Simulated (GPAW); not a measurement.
# Screening of a field by a 8-layer slab of Ir(100), part 2 of 2

How does a 8-layer slab of Ir(100) screen a perpendicular field?

GPAW 26.7.0; GPAW, PAW setups; slab in vacuum, relaxation (the session's first sound run).

So far, dipole along the normal (e·Å): step 2 (relaxation) 3.3e-4; step 3 (the slab's potential) -1.1e-5; step 4 (In a field) -0.137.

**5. Field on**

run.py reads:

```python
import json
import numpy as np
from ase import Atoms
from gpaw import GPAW, PW
from gpaw.external import ConstantElectricField

slab = Atoms(
    ['Ir', 'Ir', 'Ir', 'Ir', 'Ir', 'Ir', 'Ir', 'Ir'],
    positions=[
        [1.35765, 1.35765, 8.00000],
        [0.00000, 0.00000, 9.92000],
        [1.35765, 1.35765, 11.84000],
        [0.00000, 0.00000, 13.76000],
        [1.35765, 1.35765, 15.70808],
        [-0.00000, 0.00000, 17.65038],
        [1.35765, 1.35765, 19.61531],
        [0.00000, 0.00000, 21.45888]],
    cell=[[2.71529, 0.0, 0.0], [0.0, 2.71529, 0.0], [0.0, 0.0, 29.44]],
    pbc=[True, True, False])

slab.calc = GPAW(mode=PW(400), xc='PBE', kpts={'size': (12, 12, 1), 'gamma': True},
                 occupations={'name': 'fermi-dirac', 'width': 0.1}, nbands='160%',
                 convergence={'density': 1e-05}, maxiter=200,
                 poissonsolver={'dipolelayer': 'xy'},
                 external=ConstantElectricField(-0.1, [0, 0, 1]),
                 symmetry={'tolerance': 1e-3}, txt='slab.txt')
result = {}
energy = slab.get_potential_energy()
fermi = slab.calc.get_fermi_level()
v = slab.calc.get_electrostatic_potential().mean((0, 1)) - fermi
n = slab.calc.get_pseudo_density().mean((0, 1))
L = slab.cell[2, 2]
z = np.arange(len(v)) * L / len(v)
low, high = slab.positions[:, 2].min(), slab.positions[:, 2].max()
below, above = np.interp([low - 5.8, high + 5.8], z, v)
slopes = [np.interp(x, z, np.gradient(v, z)) for x in (low - 5.8, high + 5.8)]
eps = np.array([[slab.calc.get_eigenvalues(k, s) for k in range(len(slab.calc.get_ibz_k_points()))]
                for s in range(slab.calc.get_number_of_spins())]) - fermi
top, bottom = eps[eps < 0].max(), eps[eps > 0].min()
dipole = slab.get_dipole_moment()[2]
print(f'energy {energy:.4f} eV, Fermi level {fermi:.4f} eV, dipole {dipole:.5f} e A')
print(f'potential 5.8 A off the faces, from the Fermi level: lower {below:.4f} eV, upper {above:.4f} eV')
print(f'slope of the potential there: lower {slopes[0]:.5f}, upper {slopes[1]:.5f} eV/A')
print(f'nearest levels on the mesh: {top:.4f} and {bottom:.4f} eV')
print('magnetic moment', round(slab.get_magnetic_moment(), 3))
result.update(energy=energy, fermi=fermi, dipole=dipole, below=below, above=above, slopes=slopes, edges=[top, bottom],
              z=z.tolist(), v=v.tolist(), n=n.tolist(), positions=slab.positions.tolist(),
              forces=slab.get_forces(apply_constraint=False).tolist(), moments=slab.get_magnetic_moments().tolist())
json.dump(result, open('result.json', 'w'))
```

Launch:

```
> OMP_NUM_THREADS=1 OPENBLAS_NUM_THREADS=1 python run.py
```

The log of the run:

```text
energy -72.1254 eV, Fermi level 5.0885 eV, dipole -0.06843 e A
potential 5.8 A off the faces, from the Fermi level: lower 4.7006 eV, upper 6.3807 eV
slope of the potential there: lower -0.00011, upper 0.00014 eV/A
nearest levels on the mesh: -0.0046 and 0.0204 eV
magnetic moment 0.0
```

The job ended after 15 min (1 thread of Intel Xeon 6975P-C (Granite Rapids), shared host; peak memory 0.78 GiB).

Numbers from this step:

```
dipole along the normal                                         : -0.06843 e·Å
levels nearest the Fermi level on the mesh                      : -0.004551, 0.02038 eV from the Fermi level
potential below the slab, the applied field's own ramp left out : 4.701 eV from the Fermi level
potential above the slab, the applied field's own ramp left out : 6.381 eV from the Fermi level
```

The electrostatic potential energy of an electron (without an applied field's), less the Fermi level, planar mean oscillates, so the rows of the table below give means over windows of 1.89 Å about each position, cut where the curve ends. Its maxima inside the range that stand out by 2 % of the span (Å: eV): 8.9: -4.90, 10.8: -5.22, 12.8: -4.95, 14.7: -4.31, 16.7: -4.23, 18.6: -3.72, 20.5: -5.01. Its minima: 8.0: -26.6, 9.9: -27.1, 11.9: -26.9, 13.8: -26.8, 15.7: -26.4, 17.7: -26.3, 19.7: -26.1, 21.4: -25.4.

The electrostatic potential energy of an electron (without an applied field's), less the Fermi level, planar mean by z; means over each step:

```
z (Å)  electrostatic potential energy of an electron (without an applied field's), less the Fermi level, planar mean (eV)
 0.94                                                                                                                4.78
 2.83                                                                                                                4.70
 4.73                                                                                                                4.68
 6.62                                                                                                               0.580
 8.51                                                                                                               -14.9
10.40                                                                                                               -15.3
12.29                                                                                                               -15.2
14.18                                                                                                               -14.8
16.07                                                                                                               -14.6
17.96                                                                                                               -14.4
19.85                                                                                                               -14.8
21.74                                                                                                               -12.2
23.62                                                                                                                5.85
25.52                                                                                                                6.38
27.41                                                                                                                6.38
29.30                                                                                                                6.30
```

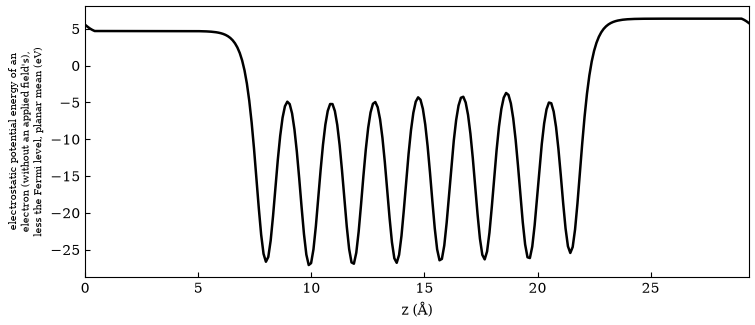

Electrostatic potential energy of an electron (without an applied field's), less the Fermi level, planar mean against z.

Force by atom:

```csv
atom,x (eV/Å),y (eV/Å),z (eV/Å),size
Ir1,0.00,0.00,0.70,0.70
Ir2,0.00,0.00,-1.05,1.05
Ir3,0.00,0.00,-0.03,0.03
Ir4,0.00,0.00,0.39,0.39
Ir5,0.00,0.00,-0.03,0.03
Ir6,0.00,0.00,0.02,0.02
Ir7,0.00,0.00,-0.01,0.01
Ir8,0.00,0.00,0.00,0.00
```

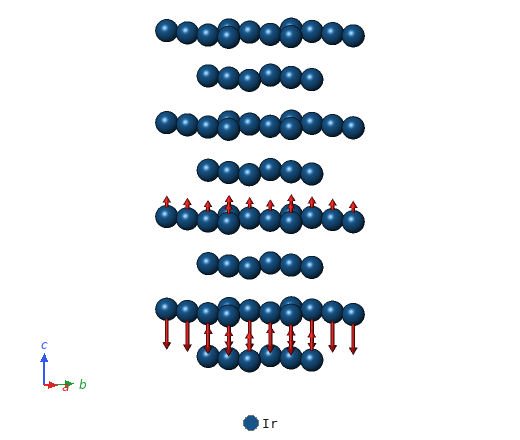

Force as arrows, the longest 1.05 eV/Å. 3×2×1 cells are drawn. Some periodic images of atoms are drawn too.

The dipole is now -0.0684 e Å, against -1.1e-5 in the run without a field.

**6. Field on**

Changes to run.py since step 5:

```diff
@@ -24,3 +24,3 @@
                  poissonsolver={'dipolelayer': 'xy'},
-                 external=ConstantElectricField(-0.1, [0, 0, 1]),
+                 external=ConstantElectricField(-0.05, [0, 0, 1]),
                  symmetry={'tolerance': 1e-3}, txt='slab.txt')
```

The log of the run:

```text
energy -72.1228 eV, Fermi level 5.0889 eV, dipole -0.03426 e A
potential 5.8 A off the faces, from the Fermi level: lower 5.1189 eV, upper 5.9601 eV
slope of the potential there: lower -0.00010, upper 0.00013 eV/A
nearest levels on the mesh: -0.0037 and 0.0204 eV
magnetic moment 0.0
```

Wall time 17 min (1 thread); peak memory 0.76 GiB.

**7. In a field**

Changes to run.py since step 6:

```diff
@@ -24,3 +24,3 @@
                  poissonsolver={'dipolelayer': 'xy'},
-                 external=ConstantElectricField(-0.05, [0, 0, 1]),
+                 external=ConstantElectricField(0.05, [0, 0, 1]),
                  symmetry={'tolerance': 1e-3}, txt='slab.txt')
```

The log of the run:

```text
energy -72.1228 eV, Fermi level 5.0893 eV, dipole 0.03419 e A
potential 5.8 A off the faces, from the Fermi level: lower 5.9584 eV, upper 5.1191 eV
slope of the potential there: lower -0.00016, upper 0.00014 eV/A
nearest levels on the mesh: -0.0025 and 0.0204 eV
magnetic moment 0.0
```

Elapsed: 15 min, on 1 thread; peak memory 0.77 GiB.

**8. In a field**

Changes to run.py since step 7:

```diff
@@ -24,3 +24,3 @@
                  poissonsolver={'dipolelayer': 'xy'},
-                 external=ConstantElectricField(0.05, [0, 0, 1]),
+                 external=ConstantElectricField(0.1, [0, 0, 1]),
                  symmetry={'tolerance': 1e-3}, txt='slab.txt')
```

The log of the run:

```text
energy -72.1254 eV, Fermi level 5.0893 eV, dipole 0.06826 e A
potential 5.8 A off the faces, from the Fermi level: lower 6.3765 eV, upper 4.7008 eV
slope of the potential there: lower -0.00013, upper 0.00009 eV/A
nearest levels on the mesh: -0.0010 and 0.0203 eV
magnetic moment 0.0
```

The job ended after 14 min (1 thread; peak memory 0.77 GiB).

The electrostatic potential energy of an electron (without an applied field's), less the Fermi level, planar mean oscillates, so the rows of the table below give means over windows of 1.89 Å about each position, cut where the curve ends. Its maxima inside the range that stand out by 2 % of the span (Å: eV): 1.6: 6.38, 8.9: -3.74, 10.8: -4.44, 12.8: -4.57, 14.7: -4.31, 16.7: -4.63, 18.6: -4.49, 20.5: -6.17. Its minima: 8.0: -25.3, 9.9: -26.1, 11.9: -26.3, 13.8: -26.6, 15.7: -26.6, 17.7: -26.9, 19.7: -27.1, 21.4: -26.8.

The electrostatic potential energy of an electron (without an applied field's), less the Fermi level, planar mean by z; means over each step:

```
z (Å)  electrostatic potential energy of an electron (without an applied field's), less the Fermi level, planar mean (eV)
 0.94                                                                                                                6.29
 2.83                                                                                                                6.38
 4.73                                                                                                                6.35
 6.62                                                                                                                2.16
 8.51                                                                                                               -13.7
10.40                                                                                                               -14.5
12.29                                                                                                               -14.7
14.18                                                                                                               -14.7
16.07                                                                                                               -14.9
17.96                                                                                                               -15.0
19.85                                                                                                               -15.8
21.74                                                                                                               -13.6
23.62                                                                                                                4.20
25.52                                                                                                                4.70
27.41                                                                                                                4.70
29.30                                                                                                                4.78
```

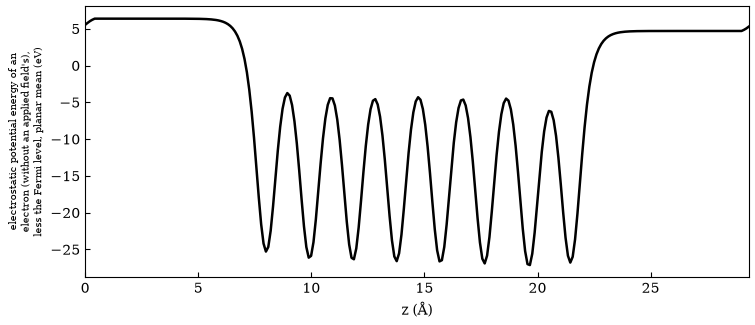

Electrostatic potential energy of an electron (without an applied field's), less the Fermi level, planar mean, plotted against z.

The dipole is now 0.0683 e Å, against -1.1e-5 in the run without a field.

**9. Field on**

Changes to run.py since step 8:

```diff
@@ -24,3 +24,3 @@
                  poissonsolver={'dipolelayer': 'xy'},
-                 external=ConstantElectricField(0.1, [0, 0, 1]),
+                 external=ConstantElectricField(0.2, [0, 0, 1]),
                  symmetry={'tolerance': 1e-3}, txt='slab.txt')
```

The log of the run:

```text
energy -72.1357 eV, Fermi level 5.0886 eV, dipole 0.13669 e A
potential 5.8 A off the faces, from the Fermi level: lower 7.2185 eV, upper 3.8627 eV
slope of the potential there: lower -0.00016, upper 0.00010 eV/A
nearest levels on the mesh: -0.0221 and 0.0002 eV
magnetic moment 0.0
```

Wall time 18 min (1 thread); peak memory 0.78 GiB.

The dipole is now 0.137 e Å, against -1.1e-5 in the run without a field.

**10. Field on**

Changes to run.py since step 9:

```diff
@@ -24,3 +24,3 @@
                  poissonsolver={'dipolelayer': 'xy'},
-                 external=ConstantElectricField(0.2, [0, 0, 1]),
+                 external=ConstantElectricField(0.3, [0, 0, 1]),
                  symmetry={'tolerance': 1e-3}, txt='slab.txt')
```

The log of the run:

```text
energy -72.1528 eV, Fermi level 5.0874 eV, dipole 0.20506 e A
potential 5.8 A off the faces, from the Fermi level: lower 8.0609 eV, upper 3.0267 eV
slope of the potential there: lower -0.00016, upper 0.00014 eV/A
nearest levels on the mesh: -0.0244 and 0.0019 eV
magnetic moment 0.0
```

Elapsed: 14 min, on 1 thread; peak memory 0.78 GiB.

The electrostatic potential energy of an electron (without an applied field's), less the Fermi level, planar mean oscillates, so the rows of the table below give means over windows of 1.89 Å about each position, cut where the curve ends. Its maxima inside the range that stand out by 2 % of the span (Å: eV): 2.0: 8.06, 8.9: -2.59, 10.8: -3.66, 12.8: -4.19, 14.7: -4.31, 16.7: -5.03, 18.6: -5.27, 20.5: -7.33. Its minima: 8.0: -23.9, 9.9: -25.2, 11.9: -25.8, 13.8: -26.4, 15.7: -26.8, 17.7: -27.5, 19.7: -28.1, 21.4: -28.1.

Table of electrostatic potential energy of an electron (without an applied field's), less the Fermi level, planar mean by z; means over each step:

| z (Å) | electrostatic potential energy of an electron (without an applied field's), less the Fermi level, planar mean (eV) |
| --- | --- |
| 0.94 | 7.81 |
| 2.83 | 8.06 |
| 4.73 | 8.03 |
| 6.62 | 3.75 |
| 8.51 | -12.4 |
| 10.40 | -13.6 |
| 12.29 | -14.2 |
| 14.18 | -14.6 |
| 16.07 | -15.2 |
| 17.96 | -15.7 |
| 19.85 | -16.8 |
| 21.74 | -15.0 |
| 23.62 | 2.55 |
| 25.52 | 3.02 |
| 27.41 | 3.03 |
| 29.30 | 3.28 |

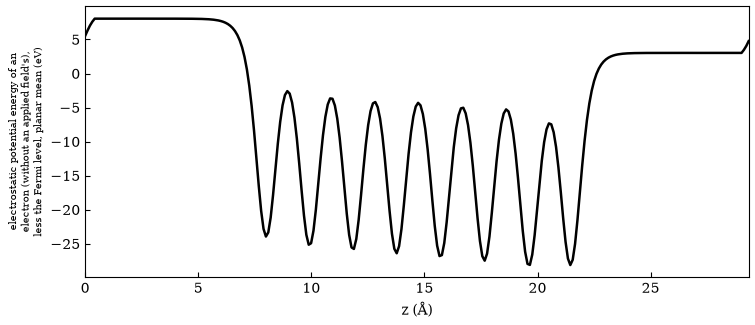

Electrostatic potential energy of an electron (without an applied field's), less the Fermi level, planar mean, plotted against z.

The dipole is now 0.205 e Å, against -1.1e-5 in the run without a field.

**11. The series**

The members are put on one axis.

This step: induced dipole against applied field (GPAW 26.7.0).

Table of dipole along the normal by field:

| field (V/Å) | dipole along the normal (e·Å) |
| --- | --- |
| -0.200 | -0.137 |
| -0.100 | -0.0684 |
| -0.050 | -0.0343 |
| 0.000 | -1.1e-5 |
| 0.050 | 0.0342 |
| 0.100 | 0.0683 |
| 0.200 | 0.137 |
| 0.300 | 0.205 |

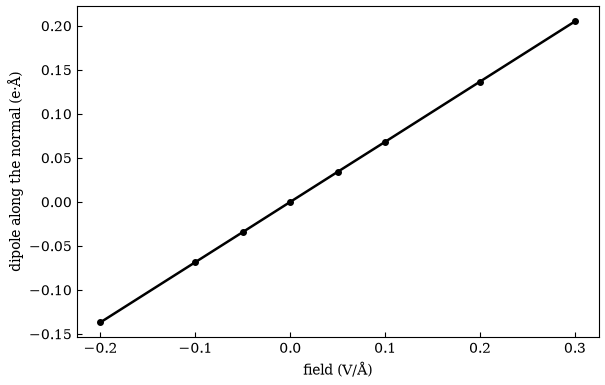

Dipole along the normal against field.

**12. A changed run**

One more run, with changed settings.

This step: GPAW, PAW setups; slab in vacuum (GPAW 26.7.0).

Changes to run.py since step 10:

```diff
@@ -4,3 +4,2 @@
 from gpaw import GPAW, PW
-from gpaw.external import ConstantElectricField
 
@@ -20,7 +19,6 @@
 
-slab.calc = GPAW(mode=PW(400), xc='PBE', kpts={'size': (12, 12, 1), 'gamma': True},
+slab.calc = GPAW(mode=PW(400), xc='pbe96', kpts={'size': (12, 12, 1), 'gamma': True},
                  occupations={'name': 'fermi-dirac', 'width': 0.1}, nbands='160%',
-                 convergence={'density': 1e-05}, maxiter=200,
+                 convergence={'density': 1e-05}, maxiter=75,
                  poissonsolver={'dipolelayer': 'xy'},
-                 external=ConstantElectricField(0.3, [0, 0, 1]),
                  symmetry={'tolerance': 1e-3}, txt='slab.txt')
```

The log of the run:

```text
NameError: Unknown functional: pbe96.
```

Run time: 0.47 s. Hardware: 1 thread; peak memory 0.1 GiB.

The input was rejected at the start.

The program's message: “NameError: Unknown functional: pbe96.”

The change that led to it: xc = "pbe96".

**13. Outcome**

```yaml
work_function_both_faces: 5.54 eV
dipole_along_the_normal: -1.1e-5 e Å, near the numerical noise
induced_dipole_per_field: 0.684 e Å per V/Å
out_of_plane_polarisability_per_area_alpha_eps_0_a: 16.8 Å
```

What this shows: The field induces 0.684 e Å per V/Å, a polarisable thickness α/(ε0 A) of 16.8 Å beside 13.5 Å between the outermost nuclei. A perfect conductor would give the distance between its two image planes; a dielectric of thickness t gives t(1 - 1/ε). The measured value for this face is 5.96 eV (as compiled in "Anisotropic work function of elemental crystals", 2019, arxiv:1902.07811); the relaxed upper face lies 0.42 eV under it with PBE. Measured work functions scatter by a tenth of an eV or more between methods. The clean face reconstructs (W and Mo (100) only when cold), while this slab is an unreconstructed 1×1 cell, so the two are not the same surface. The induced dipole is linear in the field over this range. The in-plane lattice was kept as typed, which isn't the functional's own and leaves some strain; spin-orbit coupling and temperature are left out.

[Logs are printed without paths, hosts, clocks, repeated set-up lines and the standing remarks that a program may print on its own settings, such as how far it seeks lower states.]

[Hosts, paths, dates, database ids (printed as entryN), source tags and the programs' standing remarks are cut or masked in the printed files.]
